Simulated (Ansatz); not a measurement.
## Electronic structure of ClH$_{2}$Sn···Cl$_{2}$ (doublet) in real space

Input

```
crystal:
  periodic: [false, false, false]
  atoms:
    - { symbol: Sn, position_ang: [0.0, 0.0, 0.0] }
    - { symbol: Cl, position_ang: [0.0, 0.0, 2.66] }
    - { symbol: H, position_ang: [1.6408, 0.0, -0.5794] }
    - { symbol: Cl, position_ang: [-1.1351, 1.9666, -0.8025] }
    - { symbol: H, position_ang: [-0.8195, -1.4198, -0.5794] }
    - { symbol: Cl, position_ang: [0.0, 0.0, 5.0] }
magnetization:
  spin_polarized: true
  initial_magnetization: 1
basis:
  gaussian: { orbitals: def2-SVP }
hamiltonian:
  xc: pbe
relax:
  f_tol: 0.15
  max_steps: 25
  restrain:
    - { distance: [1, 5], at: 2.04, k: 30.0 }
    - { distance: [0, 1], at: 3.61, k: 30.0 }
output:
  orbitals: {}
```

Launched as:

```sh
ansatz run input.yaml --threads 2 --pin off --max-ram 3072MiB --backend cpu --events-out ev --progress --plain --runs-dir out
```

The fields are those of the run's last geometry, not of the input's.

Core potentials replace the inner electrons of Sn; not at a stationary point (largest force 1.1 eV/Å).

Computed with Ansatz 0.2.0, UKS PBE/def2-SVP.

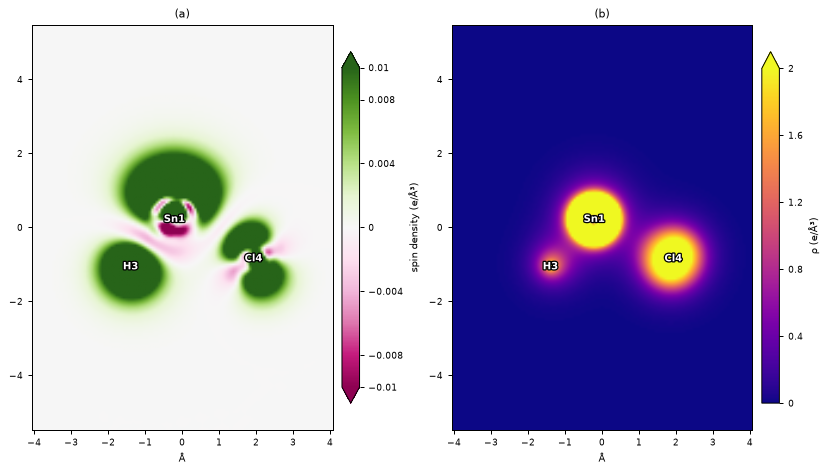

Figure 1. (a) spin density; (b) electron density on the plane of atoms H3, Sn1 and Cl4.

**What do the fields say about this system?**

The section cuts through Sn, H and Cl sites. Sn–Cl (2.38 Å): ρ is about 0.5 e/Å³ halfway. Sn–H (1.75 Å): ρ is about 1 e/Å³ halfway. The unpaired spin (1 electron) lies mostly on Sn1 (about 0.6), Cl4 (about 0.1), Cl6 (about 0.1), H3 (about 0.1) and H5 (about 0.1), in electrons by Hirshfeld's partition.

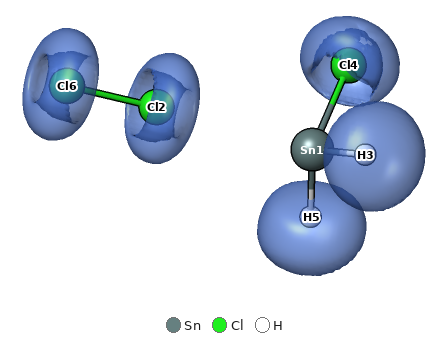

Figure 2. Isosurface of the ELF at 0.85 (blue), seen at a tilt. Core shells and regions of very low density are left out.

**Describe the localisation domains.**

At this value the surface marks out two regions around hydrogen nuclei and three regions wrapped around Cl (the valence shell of each).


Sn1···Cl2 (3.60 Å): the ELF dips to about 0.10 between them. Cl–Cl (2.06 Å): the ELF peaks at about 0.70 between the atoms.

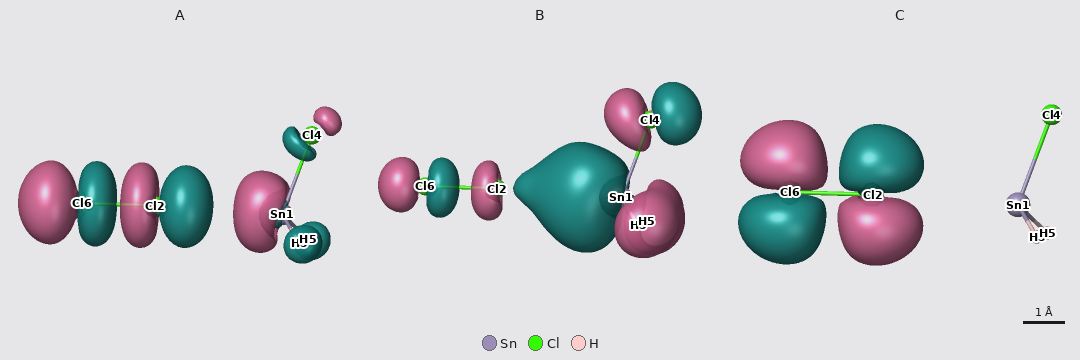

Figure 3. Three frontier orbitals at ±0.08 Å⁻³ᐟ² (teal and pink are the two phases), in no order.

**Which picture is the HOMO−1, the HOMO and the LUMO? All are α orbitals.**

C is the HOMO−1 (α) (−6.77 eV). It lies mainly on Cl6 (about 55 %) and Cl2 (about 45 %); π-antibonding (π*) across Cl6–Cl2. B is the HOMO (α) (−5.87 eV). It lies mainly on Sn1 (about 55 %), Cl4 (about 15 %), Cl6 (about 10 %), H3 (about 10 %), H5 (about 10 %) and Cl2 (about 10 %). A is the LUMO (α) (−4.00 eV). By Hirshfeld shares it lies mainly on Cl2 (about 45 %), Cl6 (about 40 %) and Sn1 (about 10 %).

**What is the gap between the highest occupied and lowest empty α orbitals?**

1.87 eV between the orbital energies.

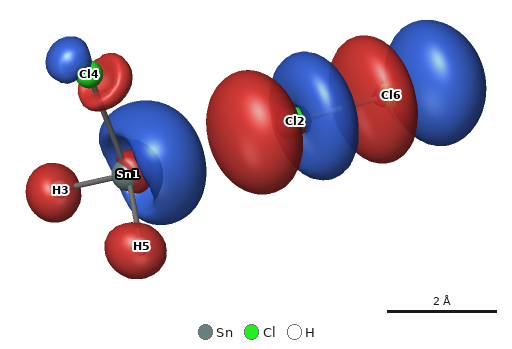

Figure 4. The LUMO (α) at ±0.08 Å⁻³ᐟ² (red and blue are the two phases), seen at an oblique angle.

**Describe this orbital and give its energy.**

By Hirshfeld shares it lies mainly on Cl2 (about 45 %), Cl6 (about 40 %) and Sn1 (about 10 %). Its energy is −4.00 eV.
